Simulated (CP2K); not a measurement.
# TiO2 (titanium dioxide): GFN2-xTB

What is the vertical ionisation energy of TiO2 (titanium dioxide) at GFN2-xTB? 

Program for the calculation: CP2K 2026.2.

12 further runs of the same task are left out: 9 that didn't finish, 3 set aside as unsound or not needed.

## Step 1: Starting point

TiO2: 3 atoms, total charge 0, spin state singlet. As SMILES, `[O]=[Ti]=[O]`. The shape is that of a PBE0-D4/def2-TZVP optimisation.

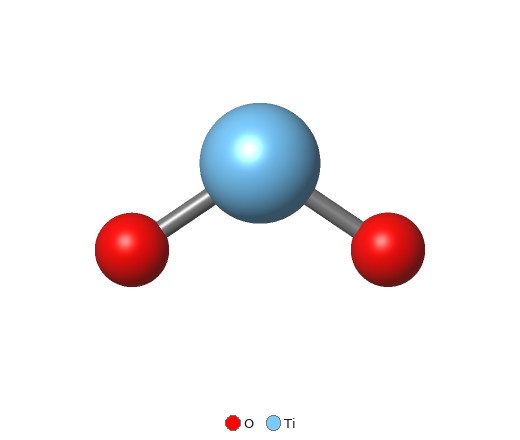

The structure, seen from a chosen angle (oxygen red, titanium blue).

## Step 2: The energy at GFN2-xTB

Contents of molecule.inp:

```
&FORCE_EVAL
  METHOD QS
  &DFT
    # Quickstep
    &QS
      METHOD XTB
      EPS_DEFAULT 1.0E-10
      &XTB
        GFN_TYPE TBLITE
        &TBLITE
          METHOD GFN2
        &END TBLITE
        CHECK_ATOMIC_CHARGES F
      &END XTB
    &END QS
    &POISSON
      PERIODIC NONE
      POISSON_SOLVER ANALYTIC
    &END POISSON
    # SCF settings
    &SCF
      SCF_GUESS ATOMIC
      EPS_SCF 1.0E-06
      MAX_SCF 150
      ADDED_MOS 8
      &DIAGONALIZATION
        ALGORITHM STANDARD
      &END DIAGONALIZATION
      &MIXING
        METHOD DIRECT_P_MIXING
        ALPHA 0.4
      &END MIXING
      &SMEAR ON
        METHOD FERMI_DIRAC
        ELECTRONIC_TEMPERATURE [K] 300
      &END SMEAR
    &END SCF
    &PRINT
      &MOMENTS
        PERIODIC F
        REFERENCE COM
        MAX_MOMENT 1
      &END MOMENTS
      &MO ON
        ENERGIES T
        OCCUPATION_NUMBERS T
        NDIGITS 6
        &EACH
          QS_SCF 0
        &END EACH
        ADD_LAST NUMERIC
      &END MO
      &HIRSHFELD OFF
      &END HIRSHFELD
    &END PRINT
  &END DFT
  # atoms, cell and kinds
  &SUBSYS
    &CELL
      ABC 10 9.4 9.2
      PERIODIC NONE
    &END CELL
    &COORD
      SCALED T
      O    0.59885500   0.57557447   0.56634783
      Ti   0.52025500   0.42442553   0.55406522
      O    0.40114500   0.43029787   0.43365217
    &END COORD
  &END SUBSYS
&END FORCE_EVAL

&GLOBAL
  PROJECT molecule
  RUN_TYPE ENERGY
  PRINT_LEVEL MEDIUM
&END GLOBAL
```

Run with:

```
$ OMP_NUM_THREADS=1 cp2k.psmp molecule.inp > molecule.out
```

What it wrote (excerpt; [...] marks lines left out):

```text
CP2K| version string:                                       CP2K version 2026.2
[...]
 GLOBAL| Method name                                                        CP2K
[...]
 GLOBAL| Run type                                                         ENERGY
[...]
                             - Atoms:                                          3
[...]
                             - Spherical basis functions:                     17
[...]
 Number of electrons:                                                         16
[...]
  *** SCF run converged in    41 steps ***
[...]
  Fermi energy:                                                -0.35620935591506
[...]
 TB_DIPOLE| Moment [Debye]          0.84763105      -3.08831130       2.08148927
 TB_DIPOLE| Derivative [a.u.]       0.00000000       0.00000000       0.00000000
[...]
 ENERGY| Total FORCE_EVAL ( QS ) energy [hartree]             -9.480364273387311
[...]
```

Run time: 0.22 s. Hardware: 1 thread of Arm Neoverse V2, shared host.

## Step 3: The doublet cation

Contents of mol.inp:

```
&GLOBAL
  PROJECT mol
  RUN_TYPE ENERGY
  PRINT_LEVEL MEDIUM
&END GLOBAL

&FORCE_EVAL
  METHOD QS
  &DFT
    CHARGE 1
    MULTIPLICITY 2
    UKS T
    &QS
      METHOD XTB
      EPS_DEFAULT 1.0E-10
      &XTB
        GFN_TYPE TBLITE
        &TBLITE
          METHOD GFN2
        &END TBLITE
        CHECK_ATOMIC_CHARGES F
      &END XTB
    &END QS
    &POISSON
      PERIODIC NONE
      POISSON_SOLVER ANALYTIC
    &END POISSON
    &SCF
      SCF_GUESS ATOMIC
      EPS_SCF 1.0E-06
      MAX_SCF 150
      ADDED_MOS 8
      &DIAGONALIZATION
        ALGORITHM STANDARD
      &END DIAGONALIZATION
      &MIXING
        METHOD DIRECT_P_MIXING
        ALPHA 0.4
      &END MIXING
      &SMEAR ON
        METHOD FERMI_DIRAC
        ELECTRONIC_TEMPERATURE [K] 300
        FIXED_MAGNETIC_MOMENT 1.0
      &END SMEAR
    &END SCF
    &PRINT
      &MOMENTS
        PERIODIC F
        REFERENCE COM
        MAX_MOMENT 1
      &END MOMENTS
      &MO ON
        ENERGIES T
        OCCUPATION_NUMBERS T
        NDIGITS 6
        &EACH
          QS_SCF 0
        &END EACH
        ADD_LAST NUMERIC
      &END MO
      &HIRSHFELD OFF
      &END HIRSHFELD
    &END PRINT
  &END DFT
  &SUBSYS
    &CELL
      ABC 10 9.4 9.2
      PERIODIC NONE
    &END CELL
    &COORD
      SCALED T
      O    0.59885500   0.57557447   0.56634783
      Ti   0.52025500   0.42442553   0.55406522
      O    0.40114500   0.43029787   0.43365217
    &END COORD
  &END SUBSYS
&END FORCE_EVAL
```

Run with:

```
$ OMP_NUM_THREADS=1 cp2k.psmp -i mol.inp -o mol.out
```

What it wrote (excerpt; [...] marks lines left out):

```text
CP2K| version string:                                       CP2K version 2026.2
[...]
 GLOBAL| Method name                                                        CP2K
[...]
 GLOBAL| Run type                                                         ENERGY
[...]
                             - Atoms:                                          3
[...]
                             - Spherical basis functions:                     17
[...]
 Number of electrons:                                                          8
[...]
  *** SCF run converged in    57 steps ***
[...]
  Fermi energy:                                                -0.70816820839006
[...]
 TB_DIPOLE| Moment [Debye]          0.49107174      -1.78900922       1.20582131
 TB_DIPOLE| Derivative [a.u.]       0.00000000       0.00000000       0.00000000
[...]
 ENERGY| Total FORCE_EVAL ( QS ) energy [hartree]             -8.809561665058510
[...]
```

It took 0.28 s on 1 thread of Arm Neoverse V2, shared host.

## Step 4: What came out

At GFN2-xTB:

| quantity | value |
| --- | --- |
| singlet TiO2: total energy | -9.48036 Eh |
| singlet TiO2: dipole moment (from atomic charges alone) | 3.82 D |
| singlet TiO2: HOMO energy | -11.70 eV |
| singlet TiO2: LUMO energy | -8.80 eV |
| singlet TiO2: HOMO–LUMO gap | 2.90 eV |
| singlet TiO2: dispersion energy | -2.81 kJ/mol |
| doublet cation: total energy | -8.80956 Eh |
| doublet cation: HOMO energy (highest over α and β) | -20.56 eV |
| doublet cation: LUMO energy (lowest over α and β) | -20.42 eV |
| doublet cation: dispersion energy | -2.24 kJ/mol |
| vertical ionisation energy (to the doublet cation) | 18.253 eV |

Removing an electron at fixed nuclei costs 18.25 eV (421 kcal/mol). No empirical shift is applied, and without it xTB methods put this difference several eV too high. The dipole (singlet TiO2) comes from point charges on the atoms alone, without atomic dipoles, so it is partial.
